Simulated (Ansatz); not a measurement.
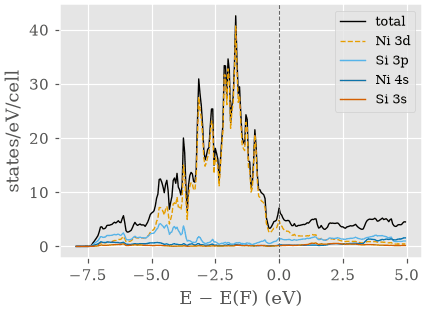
Figure. Total and projected density of states of SiNi₂ in space group Pnma (No. 62; Si on 4c, Ni on 4c, Ni on 4c), the program Ansatz at the PBE level (PAW)

Q: Which orbitals carry the states next to the Fermi level?

A: Within 0.5 eV of the Fermi level: Ni 3d 67 %, Si 3p 22 %. Projections are on Löwdin-orthogonalised atomic valence shells; empty p or d shells of many metals are not among them.

Q: Where is the tallest occupied peak in this window, and what makes it?

A: Near -1.7 eV, about 43 states/eV per cell; the largest projected share is Ni 3d.

Symmetry was held in the PBE relaxation. No spin polarisation was allowed.

Potentials: the earlier of the program's two PAW sets.
